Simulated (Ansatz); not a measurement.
**CH5AlBN: one molecule under many settings**

How do the results and run time of CH5AlBN respond when the settings are drawn wide?

Computed with Ansatz 0.2.0, Gaussian basis. Level: the settings change from run to run.

### Step 1. The relaxed structure

An earlier PBE0-D4 in a triple-zeta def2 set relaxation fixed the geometry.

SMILES `B[N]1[CH2][AlH]1`, 9 atoms, charge 0, spin multiplicity 1.

Atoms are counted from 1 here; the program's logs count them from 0.

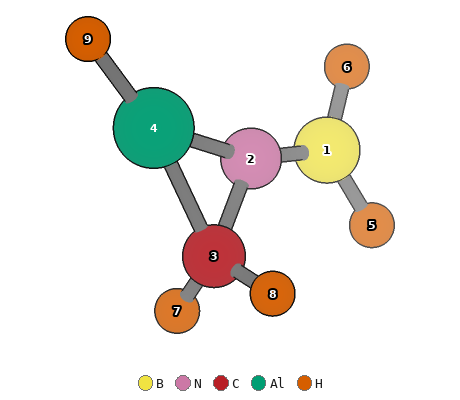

The structure; boron yellow, nitrogen pink, carbon red, aluminium teal, hydrogen orange; atoms are numbered from 1 in the order of the file.

Coordinates:

```
B    -0.30523    1.09163   -1.11021
N    -0.19817    0.25327   -0.00794
C     0.70311   -0.96826    0.14468
Al   -0.42835   -0.46222    1.58778
H     0.35811    0.89202   -2.09448
H    -1.07050    2.01714   -1.06189
H     0.46201   -1.78096   -0.54026
H     1.76760   -0.73638    0.11550
H    -1.20028   -0.35255    2.94983
```

### Step 2. rPW86-PBE/def2-mTZVP

Options: relativity set to scalar.

in.yaml

```yaml
crystal:
  periodic: [false, false, false]
  atoms:
    - {symbol: B, position_ang: [-0.305227, 1.091635, -1.110214]}
    - {symbol: N, position_ang: [-0.198174, 0.253267, -0.007940]}
    - {symbol: C, position_ang: [0.703111, -0.968258, 0.144676]}
    - {symbol: Al, position_ang: [-0.428350, -0.462216, 1.587784]}
    - {symbol: H, position_ang: [0.358106, 0.892022, -2.094483]}
    - {symbol: H, position_ang: [-1.070499, 2.017138, -1.061891]}
    - {symbol: H, position_ang: [0.462006, -1.780965, -0.540259]}
    - {symbol: H, position_ang: [1.767603, -0.736379, 0.115498]}
    - {symbol: H, position_ang: [-1.200277, -0.352546, 2.949828]}
basis:
  gaussian: {orbitals: def2-mTZVP}
hamiltonian: {xc: {name: rPW86-PBE}, pseudopotentials: {relativity: scalar}}
```

Command:

```console
$ ansatz run in.yaml --threads 2 --pin off --events-out ev --progress --plain --max-ram 4352MiB
```

The program printed:

```text
Functional definition: rPW86-PBE
  name "rPW86-PBE"
  cite "Murray, Lee & Langreth, J. Chem. Theory Comput. 5, 2754 (2009) doi:10.1021/ct900365q"
  cite "Perdew, Burke & Ernzerhof, Phys. Rev. Lett. 77, 3865 (1996) doi:10.1103/PhysRevLett.77.3865"
  parent pbe
  exchange = rpw86_x
  correlation = pbe_c
947 factors; their error is unknown
mean field evaluation 1: about -9891.6393 eV, gradient 8.5e1 eV
mean field evaluation 2: about -9749.6005 eV, gradient 2.0e2 eV
mean field evaluation 4: about -9907.3315 eV, gradient 2.6e1 eV
mean field evaluation 8: about -9908.9242 eV, gradient 2.7e-1 eV
mean field evaluation 16: about -9908.8845 eV, gradient 5.2e-4 eV
mean field -9908.88454291 eV, -364.1447904688 hartree, gradient 7.3e-5 eV, S^2 0.000000; 0 other end points of the search recorded, 0 dependent functions left out
reference -9908.88466778 eV, -364.1447950575 hartree; 18, 18 occupied and 76, 76 virtual orbitals, 947 factors
Total energy: -9908.88466778 eV, -364.1447950575 hartree
Relativity: scalar
```

Wall time 2.8 s (2 threads of Arm Neoverse V2, shared host).

### Step 3. revPBE0/def2-mTZVP

in.yaml, as its differences from that of step 2:

```diff
@@ -14,2 +14,2 @@
   gaussian: {orbitals: def2-mTZVP}
-hamiltonian: {xc: {name: rPW86-PBE}, pseudopotentials: {relativity: scalar}}
+hamiltonian: {xc: {name: revPBE0}}
```

Launched as before.

The program printed:

```text
Functional definition: revPBE0
  name "revPBE0"
  cite "Zhang & Yang, Phys. Rev. Lett. 80, 890 (1998) doi:10.1103/PhysRevLett.80.890"
  cite "Adamo & Barone, J. Chem. Phys. 110, 6158 (1999) doi:10.1063/1.478522"
  cite "Perdew, Burke & Ernzerhof, Phys. Rev. Lett. 77, 3865 (1996) doi:10.1103/PhysRevLett.77.3865"
  parameter a = 0.25
  parameter kappa = 1.245
  parameter beta = 0.06672455060314922
  exchange = (1 - a)*pbe_x(kappa = kappa, mu = beta*pi^2/3) + a*exact_x
  correlation = pbe_c(beta = beta)
967 factors; their error is unknown
mean field evaluation 1: about -9868.8827 eV, gradient 6.6e1 eV
mean field evaluation 2: about -9817.3791 eV, gradient 1.4e2 eV
mean field evaluation 4: about -9878.7561 eV, gradient 1.1e1 eV
mean field evaluation 8: about -9879.0049 eV, gradient 1.3e-1 eV
mean field evaluation 16: about -9879.0372 eV, gradient 4.0e-5 eV
mean field -9879.03718884 eV, -363.0479204381 hartree, gradient 4.0e-5 eV, S^2 0.000000; 0 other end points of the search recorded, 0 dependent functions left out
reference -9879.03723390 eV, -363.0479220937 hartree; 18, 18 occupied and 76, 76 virtual orbitals, 967 factors
Total energy: -9879.03723390 eV, -363.0479220937 hartree
```

It took 1.2 s on 2 threads of Arm Neoverse V2, shared host.

### Step 4. B3LYP5/pcseg-2

Set apart from the defaults: charge +1, multiplicity 2, relativity set to scalar, high accuracy.

in.yaml, as its differences from that of step 3:

```diff
@@ -13,3 +13,7 @@
 basis:
-  gaussian: {orbitals: def2-mTZVP}
-hamiltonian: {xc: {name: revPBE0}}
+  gaussian: {orbitals: pcseg-2}
+total_charge: 1
+magnetization: {spin_polarized: true, initial_magnetization: 1}
+hamiltonian: {xc: {name: B3LYP5}, pseudopotentials: {relativity: scalar}}
+accuracy: high
+output: {forces: true}
```

The command is unchanged.

The program printed, shortened:

```text
Functional definition: B3LYP5
  name "B3LYP5"
  cite "Stephens, Devlin, Chabalowski & Frisch, J. Phys. Chem. 98, 11623 (1994) doi:10.1021/j100096a001"
  cite "Becke, Phys. Rev. A 38, 3098 (1988) doi:10.1103/PhysRevA.38.3098"
  cite "Lee, Yang & Parr, Phys. Rev. B 37, 785 (1988) doi:10.1103/PhysRevB.37.785"
  cite "Vosko, Wilk & Nusair, Can. J. Phys. 58, 1200 (1980) doi:10.1139/p80-159"
[...]
3515 factors; integrals over basis functions are off by at most 5.5e-9 eV
[...]
mean field -9882.94125414 eV, -363.1913921913 hartree, gradient 5.2e-8 eV, S^2 0.754169; 5 other end points of the search recorded, 0 dependent functions left out
[...]
reference -9882.94129998 eV, -363.1913938761 hartree; 18, 17 occupied and 176, 177 virtual orbitals, 3515 factors
Total energy: -9882.94129998 eV, -363.1913938761 hartree
Relativity: scalar
Atom 0 at    -0.305227     1.091635    -1.110214 Å, force    -0.978618     1.832897    -0.901776 eV/Å
Atom 1 at    -0.198174     0.253267    -0.007940 Å, force     2.634650    -3.492267     0.273192 eV/Å
Atom 2 at     0.703111    -0.968258     0.144676 Å, force     0.361636     1.956897    -3.747583 eV/Å
Atom 3 at    -0.428350    -0.462216     1.587784 Å, force    -2.160589     0.936313     2.766931 eV/Å
Atom 4 at     0.358106     0.892022    -2.094483 Å, force    -0.027009    -0.187858     0.324224 eV/Å
Atom 5 at    -1.070499     2.017138    -1.061891 Å, force     0.265269    -0.336663     0.013485 eV/Å
Atom 6 at     0.462006    -1.780965    -0.540259 Å, force    -0.474186    -0.458692     0.628163 eV/Å
Atom 7 at     1.767603    -0.736379     0.115498 Å, force     0.073601    -0.016286     0.878311 eV/Å
Atom 8 at    -1.200277    -0.352546     2.949828 Å, force     0.305246    -0.234342    -0.234947 eV/Å
Dipole moment:     0.146495    -0.519623     0.533952 e Å
```

Wall time 42 s (2 threads of Arm Neoverse V2, shared host); peak memory 1.2 GiB.

Largest force 4.383 eV/Å, ⟨S²⟩ 0.754.

### Step 5. RPA/STO-3G

in.yaml, as its differences from that of step 4:

```diff
@@ -13,7 +13,4 @@
 basis:
-  gaussian: {orbitals: pcseg-2}
-total_charge: 1
-magnetization: {spin_polarized: true, initial_magnetization: 1}
-hamiltonian: {xc: {name: B3LYP5}, pseudopotentials: {relativity: scalar}}
-accuracy: high
-output: {forces: true}
+  gaussian: {orbitals: STO-3G}
+hamiltonian: {xc: {name: HF}}
+correlation: {method: rpa}
```

The command is unchanged.

The program printed:

```text
Functional definition: HF
  name "HF"
  cite "Fock, Z. Phys. 61, 126 (1930) doi:10.1007/BF01340294"
  parent pbe
  exchange = exact_x
  correlation = 0
369 factors; integrals over basis functions are off by at most 4.4e-5 eV
mean field evaluation 1: about -9724.0863 eV, gradient 2.2e1 eV
mean field evaluation 2: about -9724.1873 eV, gradient 2.2e1 eV
mean field evaluation 4: about -9726.1267 eV, gradient 2.4e0 eV
mean field evaluation 8: about -9726.1515 eV, gradient 2.6e-2 eV
mean field -9726.15150280 eV, -357.4294751058 hartree, gradient 8.8e-7 eV, S^2 0.000000; 0 other end points of the search recorded, 0 dependent functions left out
8 core orbitals not correlated: weight in the atoms' cores, before any rotation towards them, 0.999 or more for the frozen orbitals, at most 0.000 for the correlated occupied ones
reference -9726.15150280 eV, -357.4294751058 hartree; 10, 10 occupied and 11, 11 virtual orbitals, 369 factors
Total energy: -9732.35423030 eV, -357.6574211368 hartree
```

Wall time 0.15 s (2 threads of Arm Neoverse V2, shared host).

### Step 6. B3LYP/6-31G*

in.yaml, as its differences from that of step 5:

```diff
@@ -13,4 +13,4 @@
 basis:
-  gaussian: {orbitals: STO-3G}
-hamiltonian: {xc: {name: HF}}
-correlation: {method: rpa}
+  gaussian: {orbitals: "6-31G*"}
+hamiltonian: {xc: {name: B3LYP}}
+output: {forces: true}
```

The command is unchanged.

The program printed, shortened:

```text
Functional definition: B3LYP
  name "B3LYP"
  cite "Stephens, Devlin, Chabalowski & Frisch, J. Phys. Chem. 98, 11623 (1994) doi:10.1021/j100096a001"
  cite "Becke, Phys. Rev. A 38, 3098 (1988) doi:10.1103/PhysRevA.38.3098"
  cite "Lee, Yang & Parr, Phys. Rev. B 37, 785 (1988) doi:10.1103/PhysRevB.37.785"
  cite "Vosko, Wilk & Nusair, Can. J. Phys. 58, 1200 (1980) doi:10.1139/p80-159"
[...]
747 factors; integrals over basis functions are off by at most 7.9e-4 eV
[...]
mean field -9881.21683469 eV, -363.1280209454 hartree, gradient 5.3e-5 eV, S^2 0.000000; 0 other end points of the search recorded, 0 dependent functions left out
[...]
reference -9881.21709507 eV, -363.1280305144 hartree; 18, 18 occupied and 56, 56 virtual orbitals, 747 factors
Total energy: -9881.21709507 eV, -363.1280305144 hartree
Atom 0 at    -0.305227     1.091635    -1.110214 Å, force    -0.037064     0.215412    -0.267918 eV/Å
Atom 1 at    -0.198174     0.253267    -0.007940 Å, force    -0.099735     0.219036    -0.149084 eV/Å
Atom 2 at     0.703111    -0.968258     0.144676 Å, force     0.267277    -0.273353    -0.096466 eV/Å
Atom 3 at    -0.428350    -0.462216     1.587784 Å, force    -0.204766    -0.125075     0.603515 eV/Å
Atom 4 at     0.358106     0.892022    -2.094483 Å, force    -0.009483     0.010148     0.001916 eV/Å
Atom 5 at    -1.070499     2.017138    -1.061891 Å, force     0.010899    -0.001834    -0.017719 eV/Å
Atom 6 at     0.462006    -1.780965    -0.540259 Å, force     0.003342    -0.072750    -0.080475 eV/Å
Atom 7 at     1.767603    -0.736379     0.115498 Å, force     0.103854     0.007827    -0.029404 eV/Å
Atom 8 at    -1.200277    -0.352546     2.949828 Å, force    -0.034325     0.020589     0.035634 eV/Å
Dipole moment:    -0.010448    -0.310044     0.511656 e Å
```

It took 1.3 s on 2 threads of Arm Neoverse V2, shared host.

Largest force 0.649 eV/Å, dipole 2.87 D.

### Step 7. wPBEh/x2c-TZVPPall

Set apart from the defaults: a point charge of 2.00 e beside it, relativity set to scalar.

in.yaml, as its differences from that of step 6:

```diff
@@ -13,4 +13,4 @@
 basis:
-  gaussian: {orbitals: "6-31G*"}
-hamiltonian: {xc: {name: B3LYP}}
+  gaussian: {orbitals: x2c-TZVPPall, point_charges: [{charge: 2.00, position_ang: [5.635, -0.813, -0.303]}]}
+hamiltonian: {xc: {name: wPBEh}, pseudopotentials: {relativity: scalar}}
 output: {forces: true}
```

Same command.

The program printed, shortened:

```text
Functional definition: wPBEh
  name "wPBEh"
  cite "Heyd, Scuseria & Ernzerhof, J. Chem. Phys. 118, 8207 (2003) doi:10.1063/1.1564060"
  cite "Krukau, Vydrov, Izmaylov & Scuseria, J. Chem. Phys. 125, 224106 (2006) doi:10.1063/1.2404663"
  cite "Heyd & Scuseria, J. Chem. Phys. 120, 7274 (2004) doi:10.1063/1.1668634"
  cite "Ernzerhof & Perdew, J. Chem. Phys. 109, 3313 (1998) doi:10.1063/1.476928"
  cite "Perdew, Burke & Ernzerhof, Phys. Rev. Lett. 77, 3865 (1996) doi:10.1103/PhysRevLett.77.3865"
  parent pbe
[...]
1086 factors; their error is unknown
109 factors; integrals over basis functions are off by at most 7.0e-7 eV
[...]
mean field -9889.47231277 eV, -363.4314041691 hartree, gradient 1.9e-5 eV, S^2 0.000000; 0 other end points of the search recorded, 0 dependent functions left out
[...]
reference -9889.47236090 eV, -363.4314059379 hartree; 18, 18 occupied and 187, 187 virtual orbitals, 1086 factors
Total energy: -9889.47236090 eV, -363.4314059379 hartree
Relativity: scalar
Atom 0 at    -0.305227     1.091635    -1.110214 Å, force    -0.257734     0.247250    -0.150569 eV/Å
Atom 1 at    -0.198174     0.253267    -0.007940 Å, force     0.467600    -0.364306     0.239062 eV/Å
Atom 2 at     0.703111    -0.968258     0.144676 Å, force    -0.371879     0.047603    -0.126296 eV/Å
Atom 3 at    -0.428350    -0.462216     1.587784 Å, force    -0.622061     0.162666     0.263075 eV/Å
Atom 4 at     0.358106     0.892022    -2.094483 Å, force     0.110408    -0.010009     0.019176 eV/Å
Atom 5 at    -1.070499     2.017138    -1.061891 Å, force     0.130417    -0.135681    -0.021692 eV/Å
Atom 6 at     0.462006    -1.780965    -0.540259 Å, force     0.079683    -0.012076     0.013786 eV/Å
Atom 7 at     1.767603    -0.736379     0.115498 Å, force     0.551060     0.113165    -0.097732 eV/Å
Atom 8 at    -1.200277    -0.352546     2.949828 Å, force     0.169215    -0.062158    -0.086335 eV/Å
Dipole moment:    -0.565583    -0.206880     0.671039 e Å
```

Wall time 4.2 s (2 threads of Arm Neoverse V2, shared host); peak memory 0.46 GiB.

Largest force 0.695 eV/Å, dipole 4.33 D.

### Step 8. r2SCAN0/aug-cc-pVTZ

This run has charge -1, multiplicity 2, finite nuclei, D4 dispersion.

in.yaml, as its differences from that of step 7:

```diff
@@ -13,4 +13,5 @@
 basis:
-  gaussian: {orbitals: x2c-TZVPPall, point_charges: [{charge: 2.00, position_ang: [5.635, -0.813, -0.303]}]}
-hamiltonian: {xc: {name: wPBEh}, pseudopotentials: {relativity: scalar}}
-output: {forces: true}
+  gaussian: {orbitals: aug-cc-pVTZ, nuclear_model: gaussian}
+total_charge: -1
+magnetization: {spin_polarized: true, initial_magnetization: 1}
+hamiltonian: {xc: {name: r2SCAN0}, dispersion: d4}
```

Launched as before.

The program printed, shortened:

```text
Functional definition: r2SCAN0
  name "r2SCAN0"
  cite "Bursch, Neugebauer, Ehlert & Grimme, J. Chem. Phys. 156, 134105 (2022) doi:10.1063/5.0086040"
  cite "Furness, Kaplan, Ning, Perdew & Sun, J. Phys. Chem. Lett. 11, 8208 (2020) doi:10.1021/acs.jpclett.0c02405"
  cite "Furness, Kaplan, Ning, Perdew & Sun, J. Phys. Chem. Lett. 11, 9248 (2020) doi:10.1021/acs.jpclett.0c03077"
  parent r2scan
[...]
1312 factors; their error is unknown
[...]
mean field -9879.35748117 eV, -363.0596909639 hartree, gradient 1.5e-5 eV, S^2 0.759945; 8 other end points of the search recorded, 0 dependent functions left out
reference -9879.35755653 eV, -363.0596937334 hartree; 19, 18 occupied and 284, 285 virtual orbitals, 1312 factors
Total energy: -9879.41250107 eV, -363.0617129082 hartree
```

Wall time 55 s (2 threads of Arm Neoverse V2, shared host); peak memory 1.5 GiB.

⟨S²⟩ 0.760.

### Step 9. rPW86-PBE/6-31G*

This run has unrestricted orbitals, a grid of angular degree 47, a point charge of 2.00 e beside it, D3(BJ) dispersion, relativity set to none.

in.yaml, as its differences from that of step 8:

```diff
@@ -13,5 +13,5 @@
 basis:
-  gaussian: {orbitals: aug-cc-pVTZ, nuclear_model: gaussian}
-total_charge: -1
-magnetization: {spin_polarized: true, initial_magnetization: 1}
-hamiltonian: {xc: {name: r2SCAN0}, dispersion: d4}
+  gaussian: {orbitals: "6-31G*", final_grid: {core_spheres: 20, valence_spheres: 16, degree: 47}, point_charges: [{charge: 2.00, position_ang: [6.302, -0.398, -0.235]}]}
+magnetization: {spin_polarized: true, initial_magnetization: 0}
+hamiltonian: {xc: {name: rPW86-PBE}, dispersion: d3bj, pseudopotentials: {relativity: none}}
+output: {forces: true}
```

The command is unchanged.

The program printed, shortened:

```text
Functional definition: rPW86-PBE
  name "rPW86-PBE"
  cite "Murray, Lee & Langreth, J. Chem. Theory Comput. 5, 2754 (2009) doi:10.1021/ct900365q"
  cite "Perdew, Burke & Ernzerhof, Phys. Rev. Lett. 77, 3865 (1996) doi:10.1103/PhysRevLett.77.3865"
  parent pbe
[...]
912 factors; their error is unknown
[...]
mean field -9895.30938117 eV, -363.6459124766 hartree, gradient 8.6e-6 eV, S^2 0.000000; 0 other end points of the search recorded, 0 dependent functions left out
[...]
reference -9895.30948900 eV, -363.6459164392 hartree; 18, 18 occupied and 56, 56 virtual orbitals, 912 factors
Total energy: -9895.46724651 eV, -363.6517139205 hartree
Atom 0 at    -0.305227     1.091635    -1.110214 Å, force    -0.271890     0.460008    -0.478291 eV/Å
Atom 1 at    -0.198174     0.253267    -0.007940 Å, force     0.127976     0.203774    -0.104583 eV/Å
Atom 2 at     0.703111    -0.968258     0.144676 Å, force     0.139705    -0.314321    -0.136548 eV/Å
Atom 3 at    -0.428350    -0.462216     1.587784 Å, force    -0.739255    -0.175538     1.088179 eV/Å
Atom 4 at     0.358106     0.892022    -2.094483 Å, force     0.178454    -0.037870    -0.102069 eV/Å
Atom 5 at    -1.070499     2.017138    -1.061891 Å, force     0.034137     0.002706    -0.005819 eV/Å
Atom 6 at     0.462006    -1.780965    -0.540259 Å, force     0.006766    -0.242932    -0.186108 eV/Å
Atom 7 at     1.767603    -0.736379     0.115498 Å, force     0.593856     0.097383    -0.123839 eV/Å
Atom 8 at    -1.200277    -0.352546     2.949828 Å, force     0.018279     0.001376     0.093555 eV/Å
Dipole moment:    -0.342912    -0.255401     0.569229 e Å
```

It took 3.4 s on 2 threads of Arm Neoverse V2, shared host.

Largest force 1.327 eV/Å, dipole 3.42 D, ⟨S²⟩ 0.000.

### Step 10. revPBE/x2c-TZVPPall

This run has charge -1, multiplicity 2, relativity set to scalar, the search for lower states set to light.

in.yaml, as its differences from that of step 9:

```diff
@@ -13,5 +13,6 @@
 basis:
-  gaussian: {orbitals: "6-31G*", final_grid: {core_spheres: 20, valence_spheres: 16, degree: 47}, point_charges: [{charge: 2.00, position_ang: [6.302, -0.398, -0.235]}]}
-magnetization: {spin_polarized: true, initial_magnetization: 0}
-hamiltonian: {xc: {name: rPW86-PBE}, dispersion: d3bj, pseudopotentials: {relativity: none}}
-output: {forces: true}
+  gaussian: {orbitals: x2c-TZVPPall}
+total_charge: -1
+magnetization: {spin_polarized: true, initial_magnetization: 1}
+hamiltonian: {xc: {name: revPBE}, pseudopotentials: {relativity: scalar}}
+scf: {lower_state_search: light}
```

Launched as before.

The program printed:

```text
Functional definition: revPBE
  name "revPBE"
  cite "Zhang & Yang, Phys. Rev. Lett. 80, 890 (1998) doi:10.1103/PhysRevLett.80.890"
  cite "Perdew, Burke & Ernzerhof, Phys. Rev. Lett. 77, 3865 (1996) doi:10.1103/PhysRevLett.77.3865"
  parameter kappa = 1.245
  parameter beta = 0.06672455060314922
  exchange = pbe_x(kappa = kappa, mu = beta*pi^2/3)
  correlation = pbe_c(beta = beta)
1067 factors; their error is unknown
mean field evaluation 1: about -9883.5099 eV, gradient 3.8e1 eV
mean field evaluation 2: about -9764.5751 eV, gradient 1.3e2 eV
mean field evaluation 4: about -9891.7993 eV, gradient 2.0e1 eV
mean field evaluation 8: about -9893.4692 eV, gradient 2.1e-1 eV
mean field evaluation 16: about -9893.4551 eV, gradient 5.8e-3 eV
mean field -9893.45508043 eV, -363.5777681809 hartree, gradient 4.1e-5 eV, S^2 0.758940; 2 other end points of the search recorded, 0 dependent functions left out
reference -9893.45514390 eV, -363.5777705136 hartree; 19, 18 occupied and 186, 187 virtual orbitals, 1067 factors
Total energy: -9893.45514390 eV, -363.5777705136 hartree
Relativity: scalar
```

Run time: 5.5 s. Hardware: 2 threads of Arm Neoverse V2, shared host.

⟨S²⟩ 0.759.

### Step 11. The runs in one table

```csv
level,charge,multiplicity,geometry,functions,energy (eV),time
rPW86-PBE/def2-mTZVP,0,1,relaxed,94,-9908.885,2.8 s
revPBE0/def2-mTZVP,0,1,relaxed,94,-9879.037,1.2 s
B3LYP5/pcseg-2,1,2,relaxed,194,-9882.941,42 s
RPA/STO-3G,0,1,relaxed,29,-9732.354,0.15 s
B3LYP/6-31G*,0,1,relaxed,74,-9881.217,1.3 s
wPBEh/x2c-TZVPPall,0,1,"relaxed, point charge",205,-9889.472,4.2 s
r2SCAN0/aug-cc-pVTZ,-1,2,relaxed,303,-9879.413,55 s
rPW86-PBE/6-31G*,0,1,"relaxed, point charge",74,-9895.467,3.4 s
revPBE/x2c-TZVPPall,-1,2,relaxed,205,-9893.455,5.5 s
```

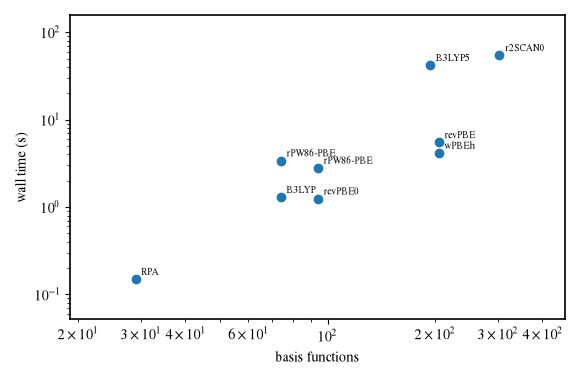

Wall time against the number of basis functions (shared host).

### Step 12. Outcome

```
                                         quantity                      value
                                             runs                          9
                                         quickest         RPA/STO-3G, 0.15 s
                                          slowest  r2SCAN0/aug-cc-pVTZ, 55 s
spread of total energies, same state and geometry                   176.5 eV
```

**Reading.** r2SCAN0/aug-cc-pVTZ took 363 times as long as RPA/STO-3G. The jobs differ in tasks and options as well as level. The totals spread over 177 eV; they can't be compared across methods or bases. Some of these runs are scalar-relativistic and others not, which shifts the totals of all-electron atoms past neon by eV; core potentials, where a basis has them, take the core out of the total altogether. At the PBE0-D4/def2-TZVP geometry and in the same state, runs without warnings or point charges leave forces up to 0.65 eV/Å (B3LYP/6-31G*).
